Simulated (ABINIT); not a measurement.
# A GW chain in ABINIT: GaN (P6_3mc), part 3 of 3

How does a plane-wave GW calculation on GaN (P6_3mc) run from the first input to the gap?

ABINIT 10.8.3; PBE and many-body steps on it, plane waves. Known limits of the many-body steps: not at the basis limit; no spin-orbit coupling; coarse k mesh.

So far. Step 3 (Bands along the symmetry lines): The gap is 1.919 eV, as in the run before at this level. Step 4 (Empty states on the mesh, 3×3×2 mesh, 89 bands): On this mesh the gap is 1.919 eV.

The database entry behind the starting cell has ideal inner coordinates that were not refined, so it need not match the best structure at ambient conditions.

**5. Screening, 3×3×2 mesh, 81 bands, screening to 130.6 eV**

The RPA dielectric matrix is built and inverted for each q.

This step: RPA screening on PBE, plane waves, norm-conserving pseudopotentials.

run.abi reads:

```
acell 3*1.0 Angstrom
rprim 
  3.190000000016 -0.000000000004 0.000000000000
  -1.595000000005 2.762621038088 0.000000000000
  0.000000000000 0.000000000000 5.189000000000
ntypat 2
znucl 31 7
natom 4
typat 1 1 2 2
xred 
  0.666666666667 0.333333333333 0.000000000000
  0.333333333333 0.666666666667 0.500000000000
  0.666666666667 0.333333333333 0.375000000000
  0.333333333333 0.666666666667 0.875000000000
pp_dirpath "pseudos"
pseudos "Ga.upf, N.upf"
ecut 45
ngkpt 3 3 2
nshiftk 1
shiftk 0 0 0
kptopt 1
chksymbreak 0
istwfk *1
occopt 1
irdwfk 1
optdriver 3
nband 81
ecuteps 4.8
inclvkb 2
awtr 1
symchi 1
indata_prefix "in"
outdata_prefix "out"
tmpdata_prefix "tmp"
```

Launch:

```bash
$ OMP_NUM_THREADS=1 mpirun -n 4 abinit run.abi > log
```

Numbers of over 12 decimals in the logs are rounded to 6 here.

Log:

```text
.Version 10.8.3 of ABINIT. v10.8.2 released Aug 2026.

 Symmetries : space group P6_3 m c (#186); Bravais hP (primitive hexag.)
[... echo of the input left out ...]
== DATASET  1 ==================================================================
-   mpi_nproc: 4, omp_nthreads: 1 (-1 if OMP is not activated)

--- !DatasetInfo
iteration_state: {dtset: 1, }
dimensions: {natom: 4, nkpt: 6, mband: 81, nsppol: 1, nspinor: 1, nspden: 1, mpw: 4506, }
cutoff_energies: {ecut:  45.0, pawecutdg:  -1.0, }
electrons: {nelect:   5.20000000E+01, charge:   0.00000000E+00, occopt:   1.00000000E+00, tsmear:   1.00000000E-02, }

 SCREENING: Calculation of the susceptibility and dielectric matrices

 Based on a program developped by R.W. Godby, V. Olevano, G. Onida, and L. Reining.
 Incorporated in ABINIT by V. Olevano, G.-M. Rignanese, and M. Torrent.
.Using double precision arithmetic ; gwpc =  8

[... cell and pseudopotentials left out ...]
--------------------------------------------------------------------------------

 ==== K-mesh for the wavefunctions ====
 Number of points in the irreducible wedge :     6
[... list of points left out ...]
 Together with 12 symmetry operations and time-reversal symmetry
 yields    18 points in the full Brillouin Zone.

 ==== Q-mesh for the screening function ====
 Number of points in the irreducible wedge :     6
[... list of points left out ...]
 Together with 12 symmetry operations and time-reversal symmetry
 yields    18 points in the full Brillouin Zone.

 setmesh: FFT mesh size selected  =    24x   24x   40
          total number of points  =        23040

 vcoul_init : cutoff-mode = AUXILIARY_FUNCTION
 q-points for optical limit:   1
     1)      0.000010    0.000020    0.000030

- screening: taking advantage of time-reversal symmetry
- Maximum band index for partially occupied states nbvw = 26
- Remaining bands to be divided among processors   nbcw = 55
- Number of bands treated by each node ~13

 Number of electrons calculated from density =   52.0000; Expected =   52.0000
 average of density, n =  0.168504
 r_s =    1.1231
 omega_plasma =   39.5969 [eV]

 calculating chi0 at frequencies [eV] :
  1    0.000000E+00    0.000000E+00
  2    0.000000E+00    3.959690E+01

--------------------------------------------------------------------------------
  q-point number  1        q = ( 0.000000, 0.000000, 0.000000) [r.l.u.]
--------------------------------------------------------------------------------
[... chi0 elements left out ...]
 For q-point:  0.000010 0.000020 0.000030
  dielectric constant =   9.9065
  dielectric constant without local fields =  10.6204

  Average fulfillment of the sum rule on Im[epsilon] for q-point    1 :     30.85  [%]
[... wings left out ...]
  q-point number  2        q = ( 0.333333, 0.000000, 0.000000) [r.l.u.]
--------------------------------------------------------------------------------
[... chi0 elements left out ...]
  Average fulfillment of the sum rule on Im[epsilon] for q-point    2 :     34.39  [%]

 [... 4 further q-points ...]
```

Elapsed: 14 s, on 4 MPI ranks of Arm Neoverse V2, shared host; peak memory 0.68 GiB; 56 s of CPU time.

Numbers from this step:

* ε∞ with local fields, on this mesh, along the program's q direction: 9.906
* the same without local fields: 10.62
* plasma frequency: 39.60 eV
* plane waves in the screening matrix: 147

Local fields lower ε∞ by 7 %. On a Γ-centred mesh this coarse the value itself is usually too large, while a short band sum pulls it down.

**6. Self-energy, 3×3×2 mesh, 81 bands, screening to 130.6 eV**

The self-energy is evaluated for the states that the input lists, and the levels follow from it, in one-shot runs by the linearised quasiparticle equation.

This step: G0W0 on PBE, plane waves, norm-conserving pseudopotentials.

run.abi, as its differences from that of step 5:

```diff
@@ -25,8 +25,15 @@
 irdwfk 1
-optdriver 3
+optdriver 4
 nband 81
+gwcalctyp 0
+ecutsigx 45
+symsigma 1
+nkptgw 1
+kptgw 
+  0.0000000000 0.0000000000 0.0000000000
+bdgw 
+  25 28
 ecuteps 4.8
-inclvkb 2
-awtr 1
-symchi 1
+irdscr 1
+ppmodel 1
 indata_prefix "in"
```

Log:

```text
.Version 10.8.3 of ABINIT. v10.8.2 released Aug 2026.

 Symmetries : space group P6_3 m c (#186); Bravais hP (primitive hexag.)
[... echo of the input left out ...]
== DATASET  1 ==================================================================
-   mpi_nproc: 4, omp_nthreads: 1 (-1 if OMP is not activated)

--- !DatasetInfo
iteration_state: {dtset: 1, }
dimensions: {natom: 4, nkpt: 6, mband: 81, nsppol: 1, nspinor: 1, nspden: 1, mpw: 4506, }
cutoff_energies: {ecut:  45.0, pawecutdg:  -1.0, }
electrons: {nelect:   5.20000000E+01, charge:   0.00000000E+00, occopt:   1.00000000E+00, tsmear:   1.00000000E-02, }

 SIGMA: Calculation of the GW corrections

 Based on a program developped by R.W. Godby, V. Olevano, G. Onida, and L. Reining.
 Incorporated in ABINIT by V. Olevano, G.-M. Rignanese, and M. Torrent.
.Using double precision arithmetic ; gwpc =  8

[... cell and pseudopotentials left out ...]
--------------------------------------------------------------------------------

 ==== K-mesh for the wavefunctions ====
 Number of points in the irreducible wedge :     6
[... list of points left out ...]
 Together with 12 symmetry operations and time-reversal symmetry
 yields    18 points in the full Brillouin Zone.

 ==== Q-mesh for screening function ====
 Number of points in the irreducible wedge :     6
[... list of points left out ...]
 Together with 12 symmetry operations and time-reversal symmetry
 yields    18 points in the full Brillouin Zone.

 vcoul_init : cutoff-mode = AUXILIARY_FUNCTION
 q-points for optical limit:   1
     1)      0.000010    0.000020    0.000030
 setmesh: FFT mesh size selected  =    32x   32x   60
          total number of points  =        61440

 Number of electrons calculated from density =   52.0000; Expected =   52.0000
 average of density, n =  0.168504
 r_s =    1.1231
 omega_plasma =   39.5969 [eV]

 === KS Band Gaps ===
  >>>> For spin  1
   Minimum direct gap =   1.9190 [eV], located at k-point      :   0.0000  0.0000  0.0000
   Fundamental gap    =   1.9190 [eV], Top of valence bands at :   0.0000  0.0000  0.0000
                                       Bottom of conduction at :   0.0000  0.0000  0.0000
 SIGMA fundamental parameters:
 PLASMON POLE MODEL  1
 number of plane-waves for SigmaX                 4427
 number of plane-waves for SigmaC and W            147
 number of plane-waves for wavefunctions          4427
 number of bands                                    81
 number of independent spin polarizations            1
 number of spinorial components                      1
 number of k-points in IBZ                           6
 number of q-points in IBZ                           6
 number of symmetry operations                      12
 number of k-points in BZ                           18
 number of q-points in BZ                           18
 number of frequencies for dSigma/dE                 9
 frequency step for dSigma/dE [eV]                0.25
 number of omega for Sigma on real axis              0
 max omega for Sigma on real axis  [eV]           0.00
 zcut for avoiding poles [eV]                     0.10

 EPSILON^-1 parameters (SCR file):
 dimension of the eps^-1 matrix on file            147
 dimension of the eps^-1 matrix used               147
 number of plane-waves for wavefunctions          4427
 number of bands                                    81
 number of q-points in IBZ                           6
 number of frequencies                               2
 number of real frequencies                          1
 number of imag frequencies                          1

 matrix elements of self-energy operator (all in [eV])

 Perturbative Calculation

--- !SelfEnergy_ee
iteration_state: {dtset: 1, }
kpoint     : [   0.000,    0.000,    0.000, ]
spin       : 1
KS_gap     :    1.919
QP_gap     :    2.597
Delta_QP_KS:    0.677
data: !SigmaeeData |
     Band     E0 <VxcDFT>   SigX SigC(E0)      Z dSigC/dE  Sig(E)    E-E0       E
       25   6.903 -19.100 -22.606   3.680   0.796  -0.256 -18.961   0.139   7.041
       26   6.903 -19.100 -22.606   3.680   0.796  -0.256 -18.961   0.139   7.041
       27   8.822 -14.182  -9.590  -3.598   0.821  -0.218 -13.366   0.816   9.638
       28  11.172 -13.937  -8.620  -4.143   0.830  -0.205 -12.963   0.975  12.147

== END DATASET(S) ==============================================================
================================================================================

 -outvars: echo values of variables after computation  --------
           etotal      0.0000000000E+00
            nband          81
             nkpt           6
          spgroup         186
 [... the other variables as echoed above ...]

 Calculation completed.
```

Run time: 3.2 s. Hardware: 4 MPI ranks; peak memory 0.58 GiB; 12 s of CPU time.

This step gave:

| Property | Result |
| --- | --- |
| G0W0 gap on the points computed | 2.597 eV |
| starting gap on the mesh | 1.919 eV |
| k of the valence top | 0, 0, 0 |
| k of the conduction bottom | 0, 0, 0 |
| Z at the valence top | 0.796 |
| Z at the conduction bottom | 0.821 |
| least direct G0W0 gap on the computed points | 2.597 eV |

The gap on the mesh goes from 1.92 eV to 2.60 eV, a correction of +0.68 eV.

Limits: finite bands, cutoff and mesh; no spin-orbit coupling; coarse k mesh. v1 is the top filled band, c1 the lowest empty one. The levels before and after the correction (eV, zero at the valence-band top of each column):

|  | conduction bottom | valence top |
| --- | --- | --- |
| Kohn-Sham | 1.92 | 0.00 |
| G0W0 | 2.60 | 0.00 |

|  | level | energy (eV) |
| --- | --- | --- |
| Kohn-Sham | Γ v2-v1 | 0.000 |
| Kohn-Sham | Γ c1 | 1.919 |
| Kohn-Sham | Γ c2 | 4.269 |
| G0W0 | Γ v2-v1 | 0.000 |
| G0W0 | Γ c1 | 2.597 |
| G0W0 | Γ c2 | 5.106 |

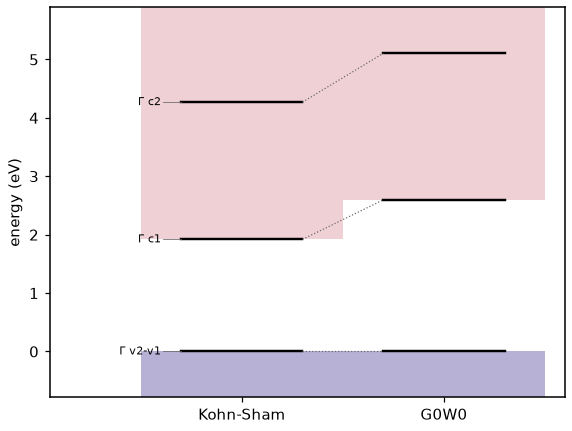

Levels before and after the correction. Shaded: valence and conduction bands.

**7. Where the time went**

Times are wall times on 4 MPI ranks of Arm Neoverse V2, shared host, good to a factor of about two.

| step | time | share | memory (GiB) |
| --- | --- | --- | --- |
| ground state | 36 s | 31 % | 0.36 |
| bands along the symmetry lines | 48 s | 40 % | 0.43 |
| empty states on the mesh | 18 s | 15 % | 0.31 |
| screening | 14 s | 12 % | 0.68 |
| self-energy | 3.2 s | 3 % | 0.58 |

**8. Results**

```json
{
  "PBE gap": "1.92 eV, direct",
  "G0W0 gap on the mesh": "2.60 eV",
  "GW settings": "3×3×2 mesh, 81 bands, screening to 130.6 eV, Godby-Needs plasmon pole",
  "known limits": "not at the basis limit; no spin-orbit coupling; coarse k mesh"
}
```

What this shows: G0W0 moves the gap on the mesh from 1.92 eV to 2.60 eV (+0.68 eV), with Z of 0.80 and 0.82 at the edges. Local fields lower the RPA ε∞ on this mesh from 10.62 to 9.91; a Γ-centred mesh this coarse tends to raise both, most where the direct gap is narrow, while a short band sum lowers them. Only 1 of the mesh's irreducible points was corrected, so a valley elsewhere could overtake. Bands and cutoff are finite, so the gap is not at the basis limit. The miss can reach some tenths of an eV and take either sign; the mesh is an error of its own. In the G0W0 run levels were corrected at 1 k point alone, so a gap called «on the mesh» is the least over those, and an edge elsewhere would be missed. The 3×3×2 mesh is coarse for this cell, which bears on the long-range parts of exchange and screening. The many-body steps are scalar-relativistic: spin-orbit coupling is not in them.

[Paths, hosts, dates, memory and timing lines, banners, echoed tables and standing remarks are left out of the program output.]

[Logs are printed without paths, hosts, clocks, repeated set-up lines and the standing remarks that a program may print on its own settings, such as how far it seeks lower states.]

[Runs of the session that timed out or met a known fault of the program may be left out.]

[Hosts, paths, dates, database ids (printed as entryN), source tags and the programs' standing remarks are cut or masked in the printed files.]

[G0W0 gaps are taken among the corrected bands and points alone; a level outside them can change the order at an edge.]

[Where Ansatz stands beside ABINIT at settings called matched, ABINIT's density can come from a denser mesh and the files from another edition; pairs whose starting gaps differed by over 0.03 eV were left out, so agreement reads better than it is.]
